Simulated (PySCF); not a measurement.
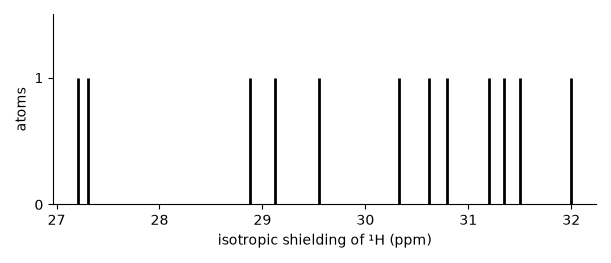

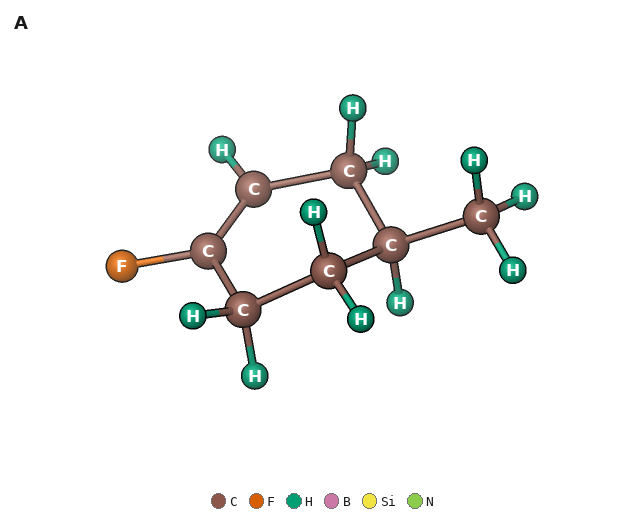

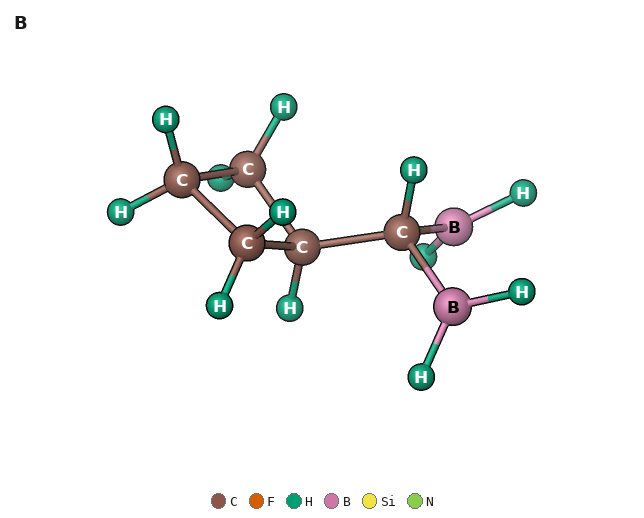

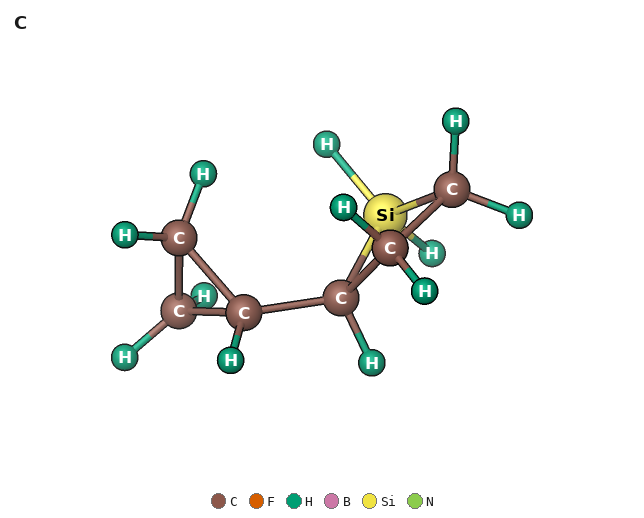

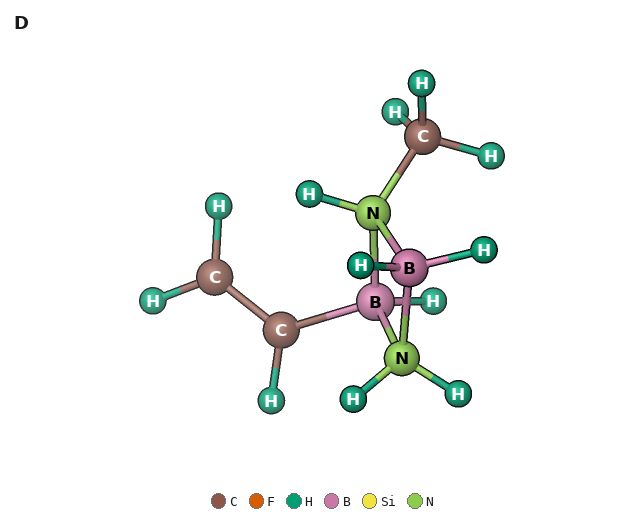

The sticks are computed shieldings of one of the molecules, for one fixed geometry (GFN2-xTB) without averaging over rotations. Low shielding means a high chemical shift. Method: GIAO PBE0/pcSseg-1 NMR shielding, non-relativistic, gas phase (PySCF 2.14.0).

Question: Which molecule gives this pattern?

Answer: C, `C1C[C@@H](C2CC2)[SiH2]1`. Its 12 H atoms give lines at 27.21, 27.31, 28.88, 29.12, 29.55, 30.33, 30.62, 30.79, 31.21, 31.35, 31.50, 32.00 ppm.

The geometry is semi-empirical. Around B, Si such bond lengths and angles can be off by a tenth of an ångström or more and by several degrees, and values that hang on the shape move with them.
